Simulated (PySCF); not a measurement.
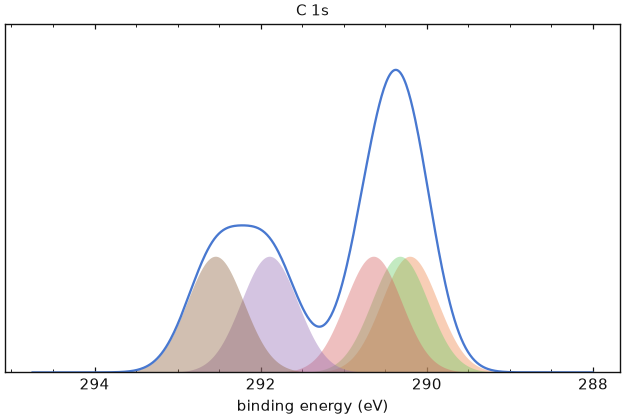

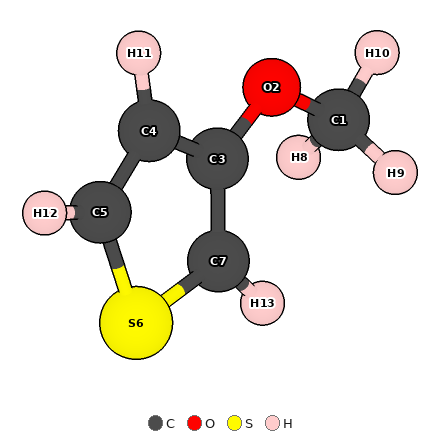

Simulated XPS of C₅H₆OS, SMILES COc1ccsc1. Vertical core-electron binding energies by ΔSCF (SCAN, pcX-2 on the ionised atom, pcseg-1 elsewhere, spin-free X2C; PySCF 2.14.0, at a PBE0-D3(BJ)/def2-SVP geometry (no frequency check)), gas phase, against the vacuum level. One atom of each kind was ionised; within a panel, areas follow the number of like atoms, Gaussians of 0.8 eV full width. Only the regions named are shown. Lines closer than the width merge in the curve.

Assign the components.

Answer.
| level | atoms | binding energy (eV) |
| --- | --- | --- |
| C 1s | C1 | 292.5 |
| C 1s | C3 | 291.9 |
| C 1s | C5 | 290.6 |
| C 1s | C7 | 290.3 |
| C 1s | C4 | 290.2 |

How large is the chemical shift across the C 1s region?

Answer. 2.3 eV, from C4 at 290.2 eV to C1 at 292.5 eV.

Note: one conformer of a flexible molecule.
